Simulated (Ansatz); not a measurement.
Consider CH₅BFGe (SMILES FB[CH2][GeH2]) (doublet).

```yaml
atoms:
  - { symbol: C, position_ang: [0.2317, 0.9802, -2.0708] }
  - { symbol: B, position_ang: [-0.2618, 0.1566, -0.8515] }
  - { symbol: F, position_ang: [-1.5342, -0.2486, -0.7916] }
  - { symbol: Ge, position_ang: [-0.0425, 2.8920, -1.5306] }
  - { symbol: H, position_ang: [0.4349, -0.1153, 0.0850] }
  - { symbol: H, position_ang: [-0.3502, 0.8243, -2.9840] }
  - { symbol: H, position_ang: [1.3012, 0.8760, -2.2713] }
  - { symbol: H, position_ang: [0.8314, 3.2577, -0.2935] }
  - { symbol: H, position_ang: [-1.5372, 3.1694, -1.1910] }
```

Geometry: B3LYP/6-31G*.

All numbers below come from Ansatz, isolated molecule in a Gaussian basis; Kohn-Sham density functional theory, functional PBE0.

Q: Predict the electron density, electron localisation function and spin density between the atoms.

A: B–F (1.34 Å): ρ is about 2.1 e/Å³ halfway; the ELF peaks at about 0.85 between the atoms: a shared but strongly polarised pair.
C–B (1.55 Å): ρ is about 1.5 e/Å³ halfway; the ELF peaks at about 0.95 between the atoms: a shared electron pair.
B–H (1.20 Å): ρ at the midpoint is about 1.3 e/Å³; the ELF climbs to about 1 towards the hydrogen, as it does in any bond to H (a covalent bond by its length).
The unpaired spin (1 electron) lies mostly on Ge4 (about 0.8), in electrons by Hirshfeld's partition.

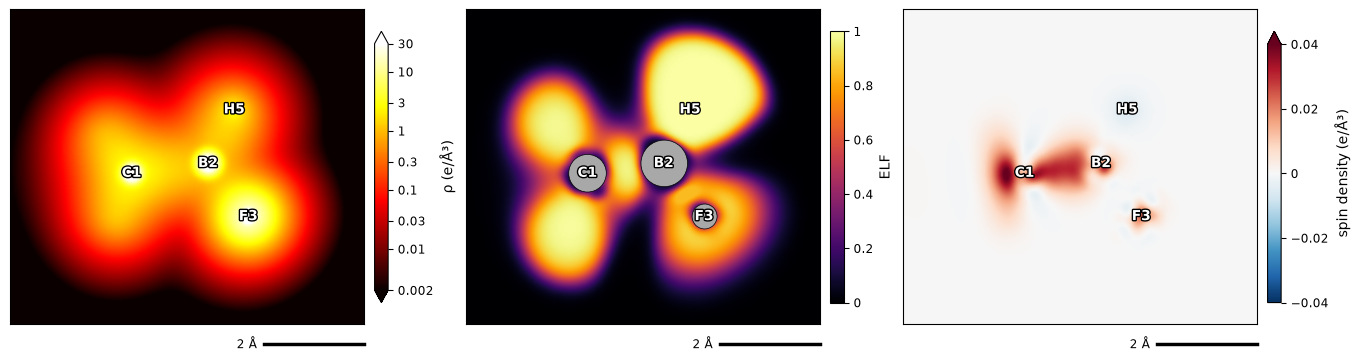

Computed electron density, electron localisation function and spin density on the plane of atoms F3, B2 and H5, in this order. Grey discs cover the atomic cores in the ELF map. 
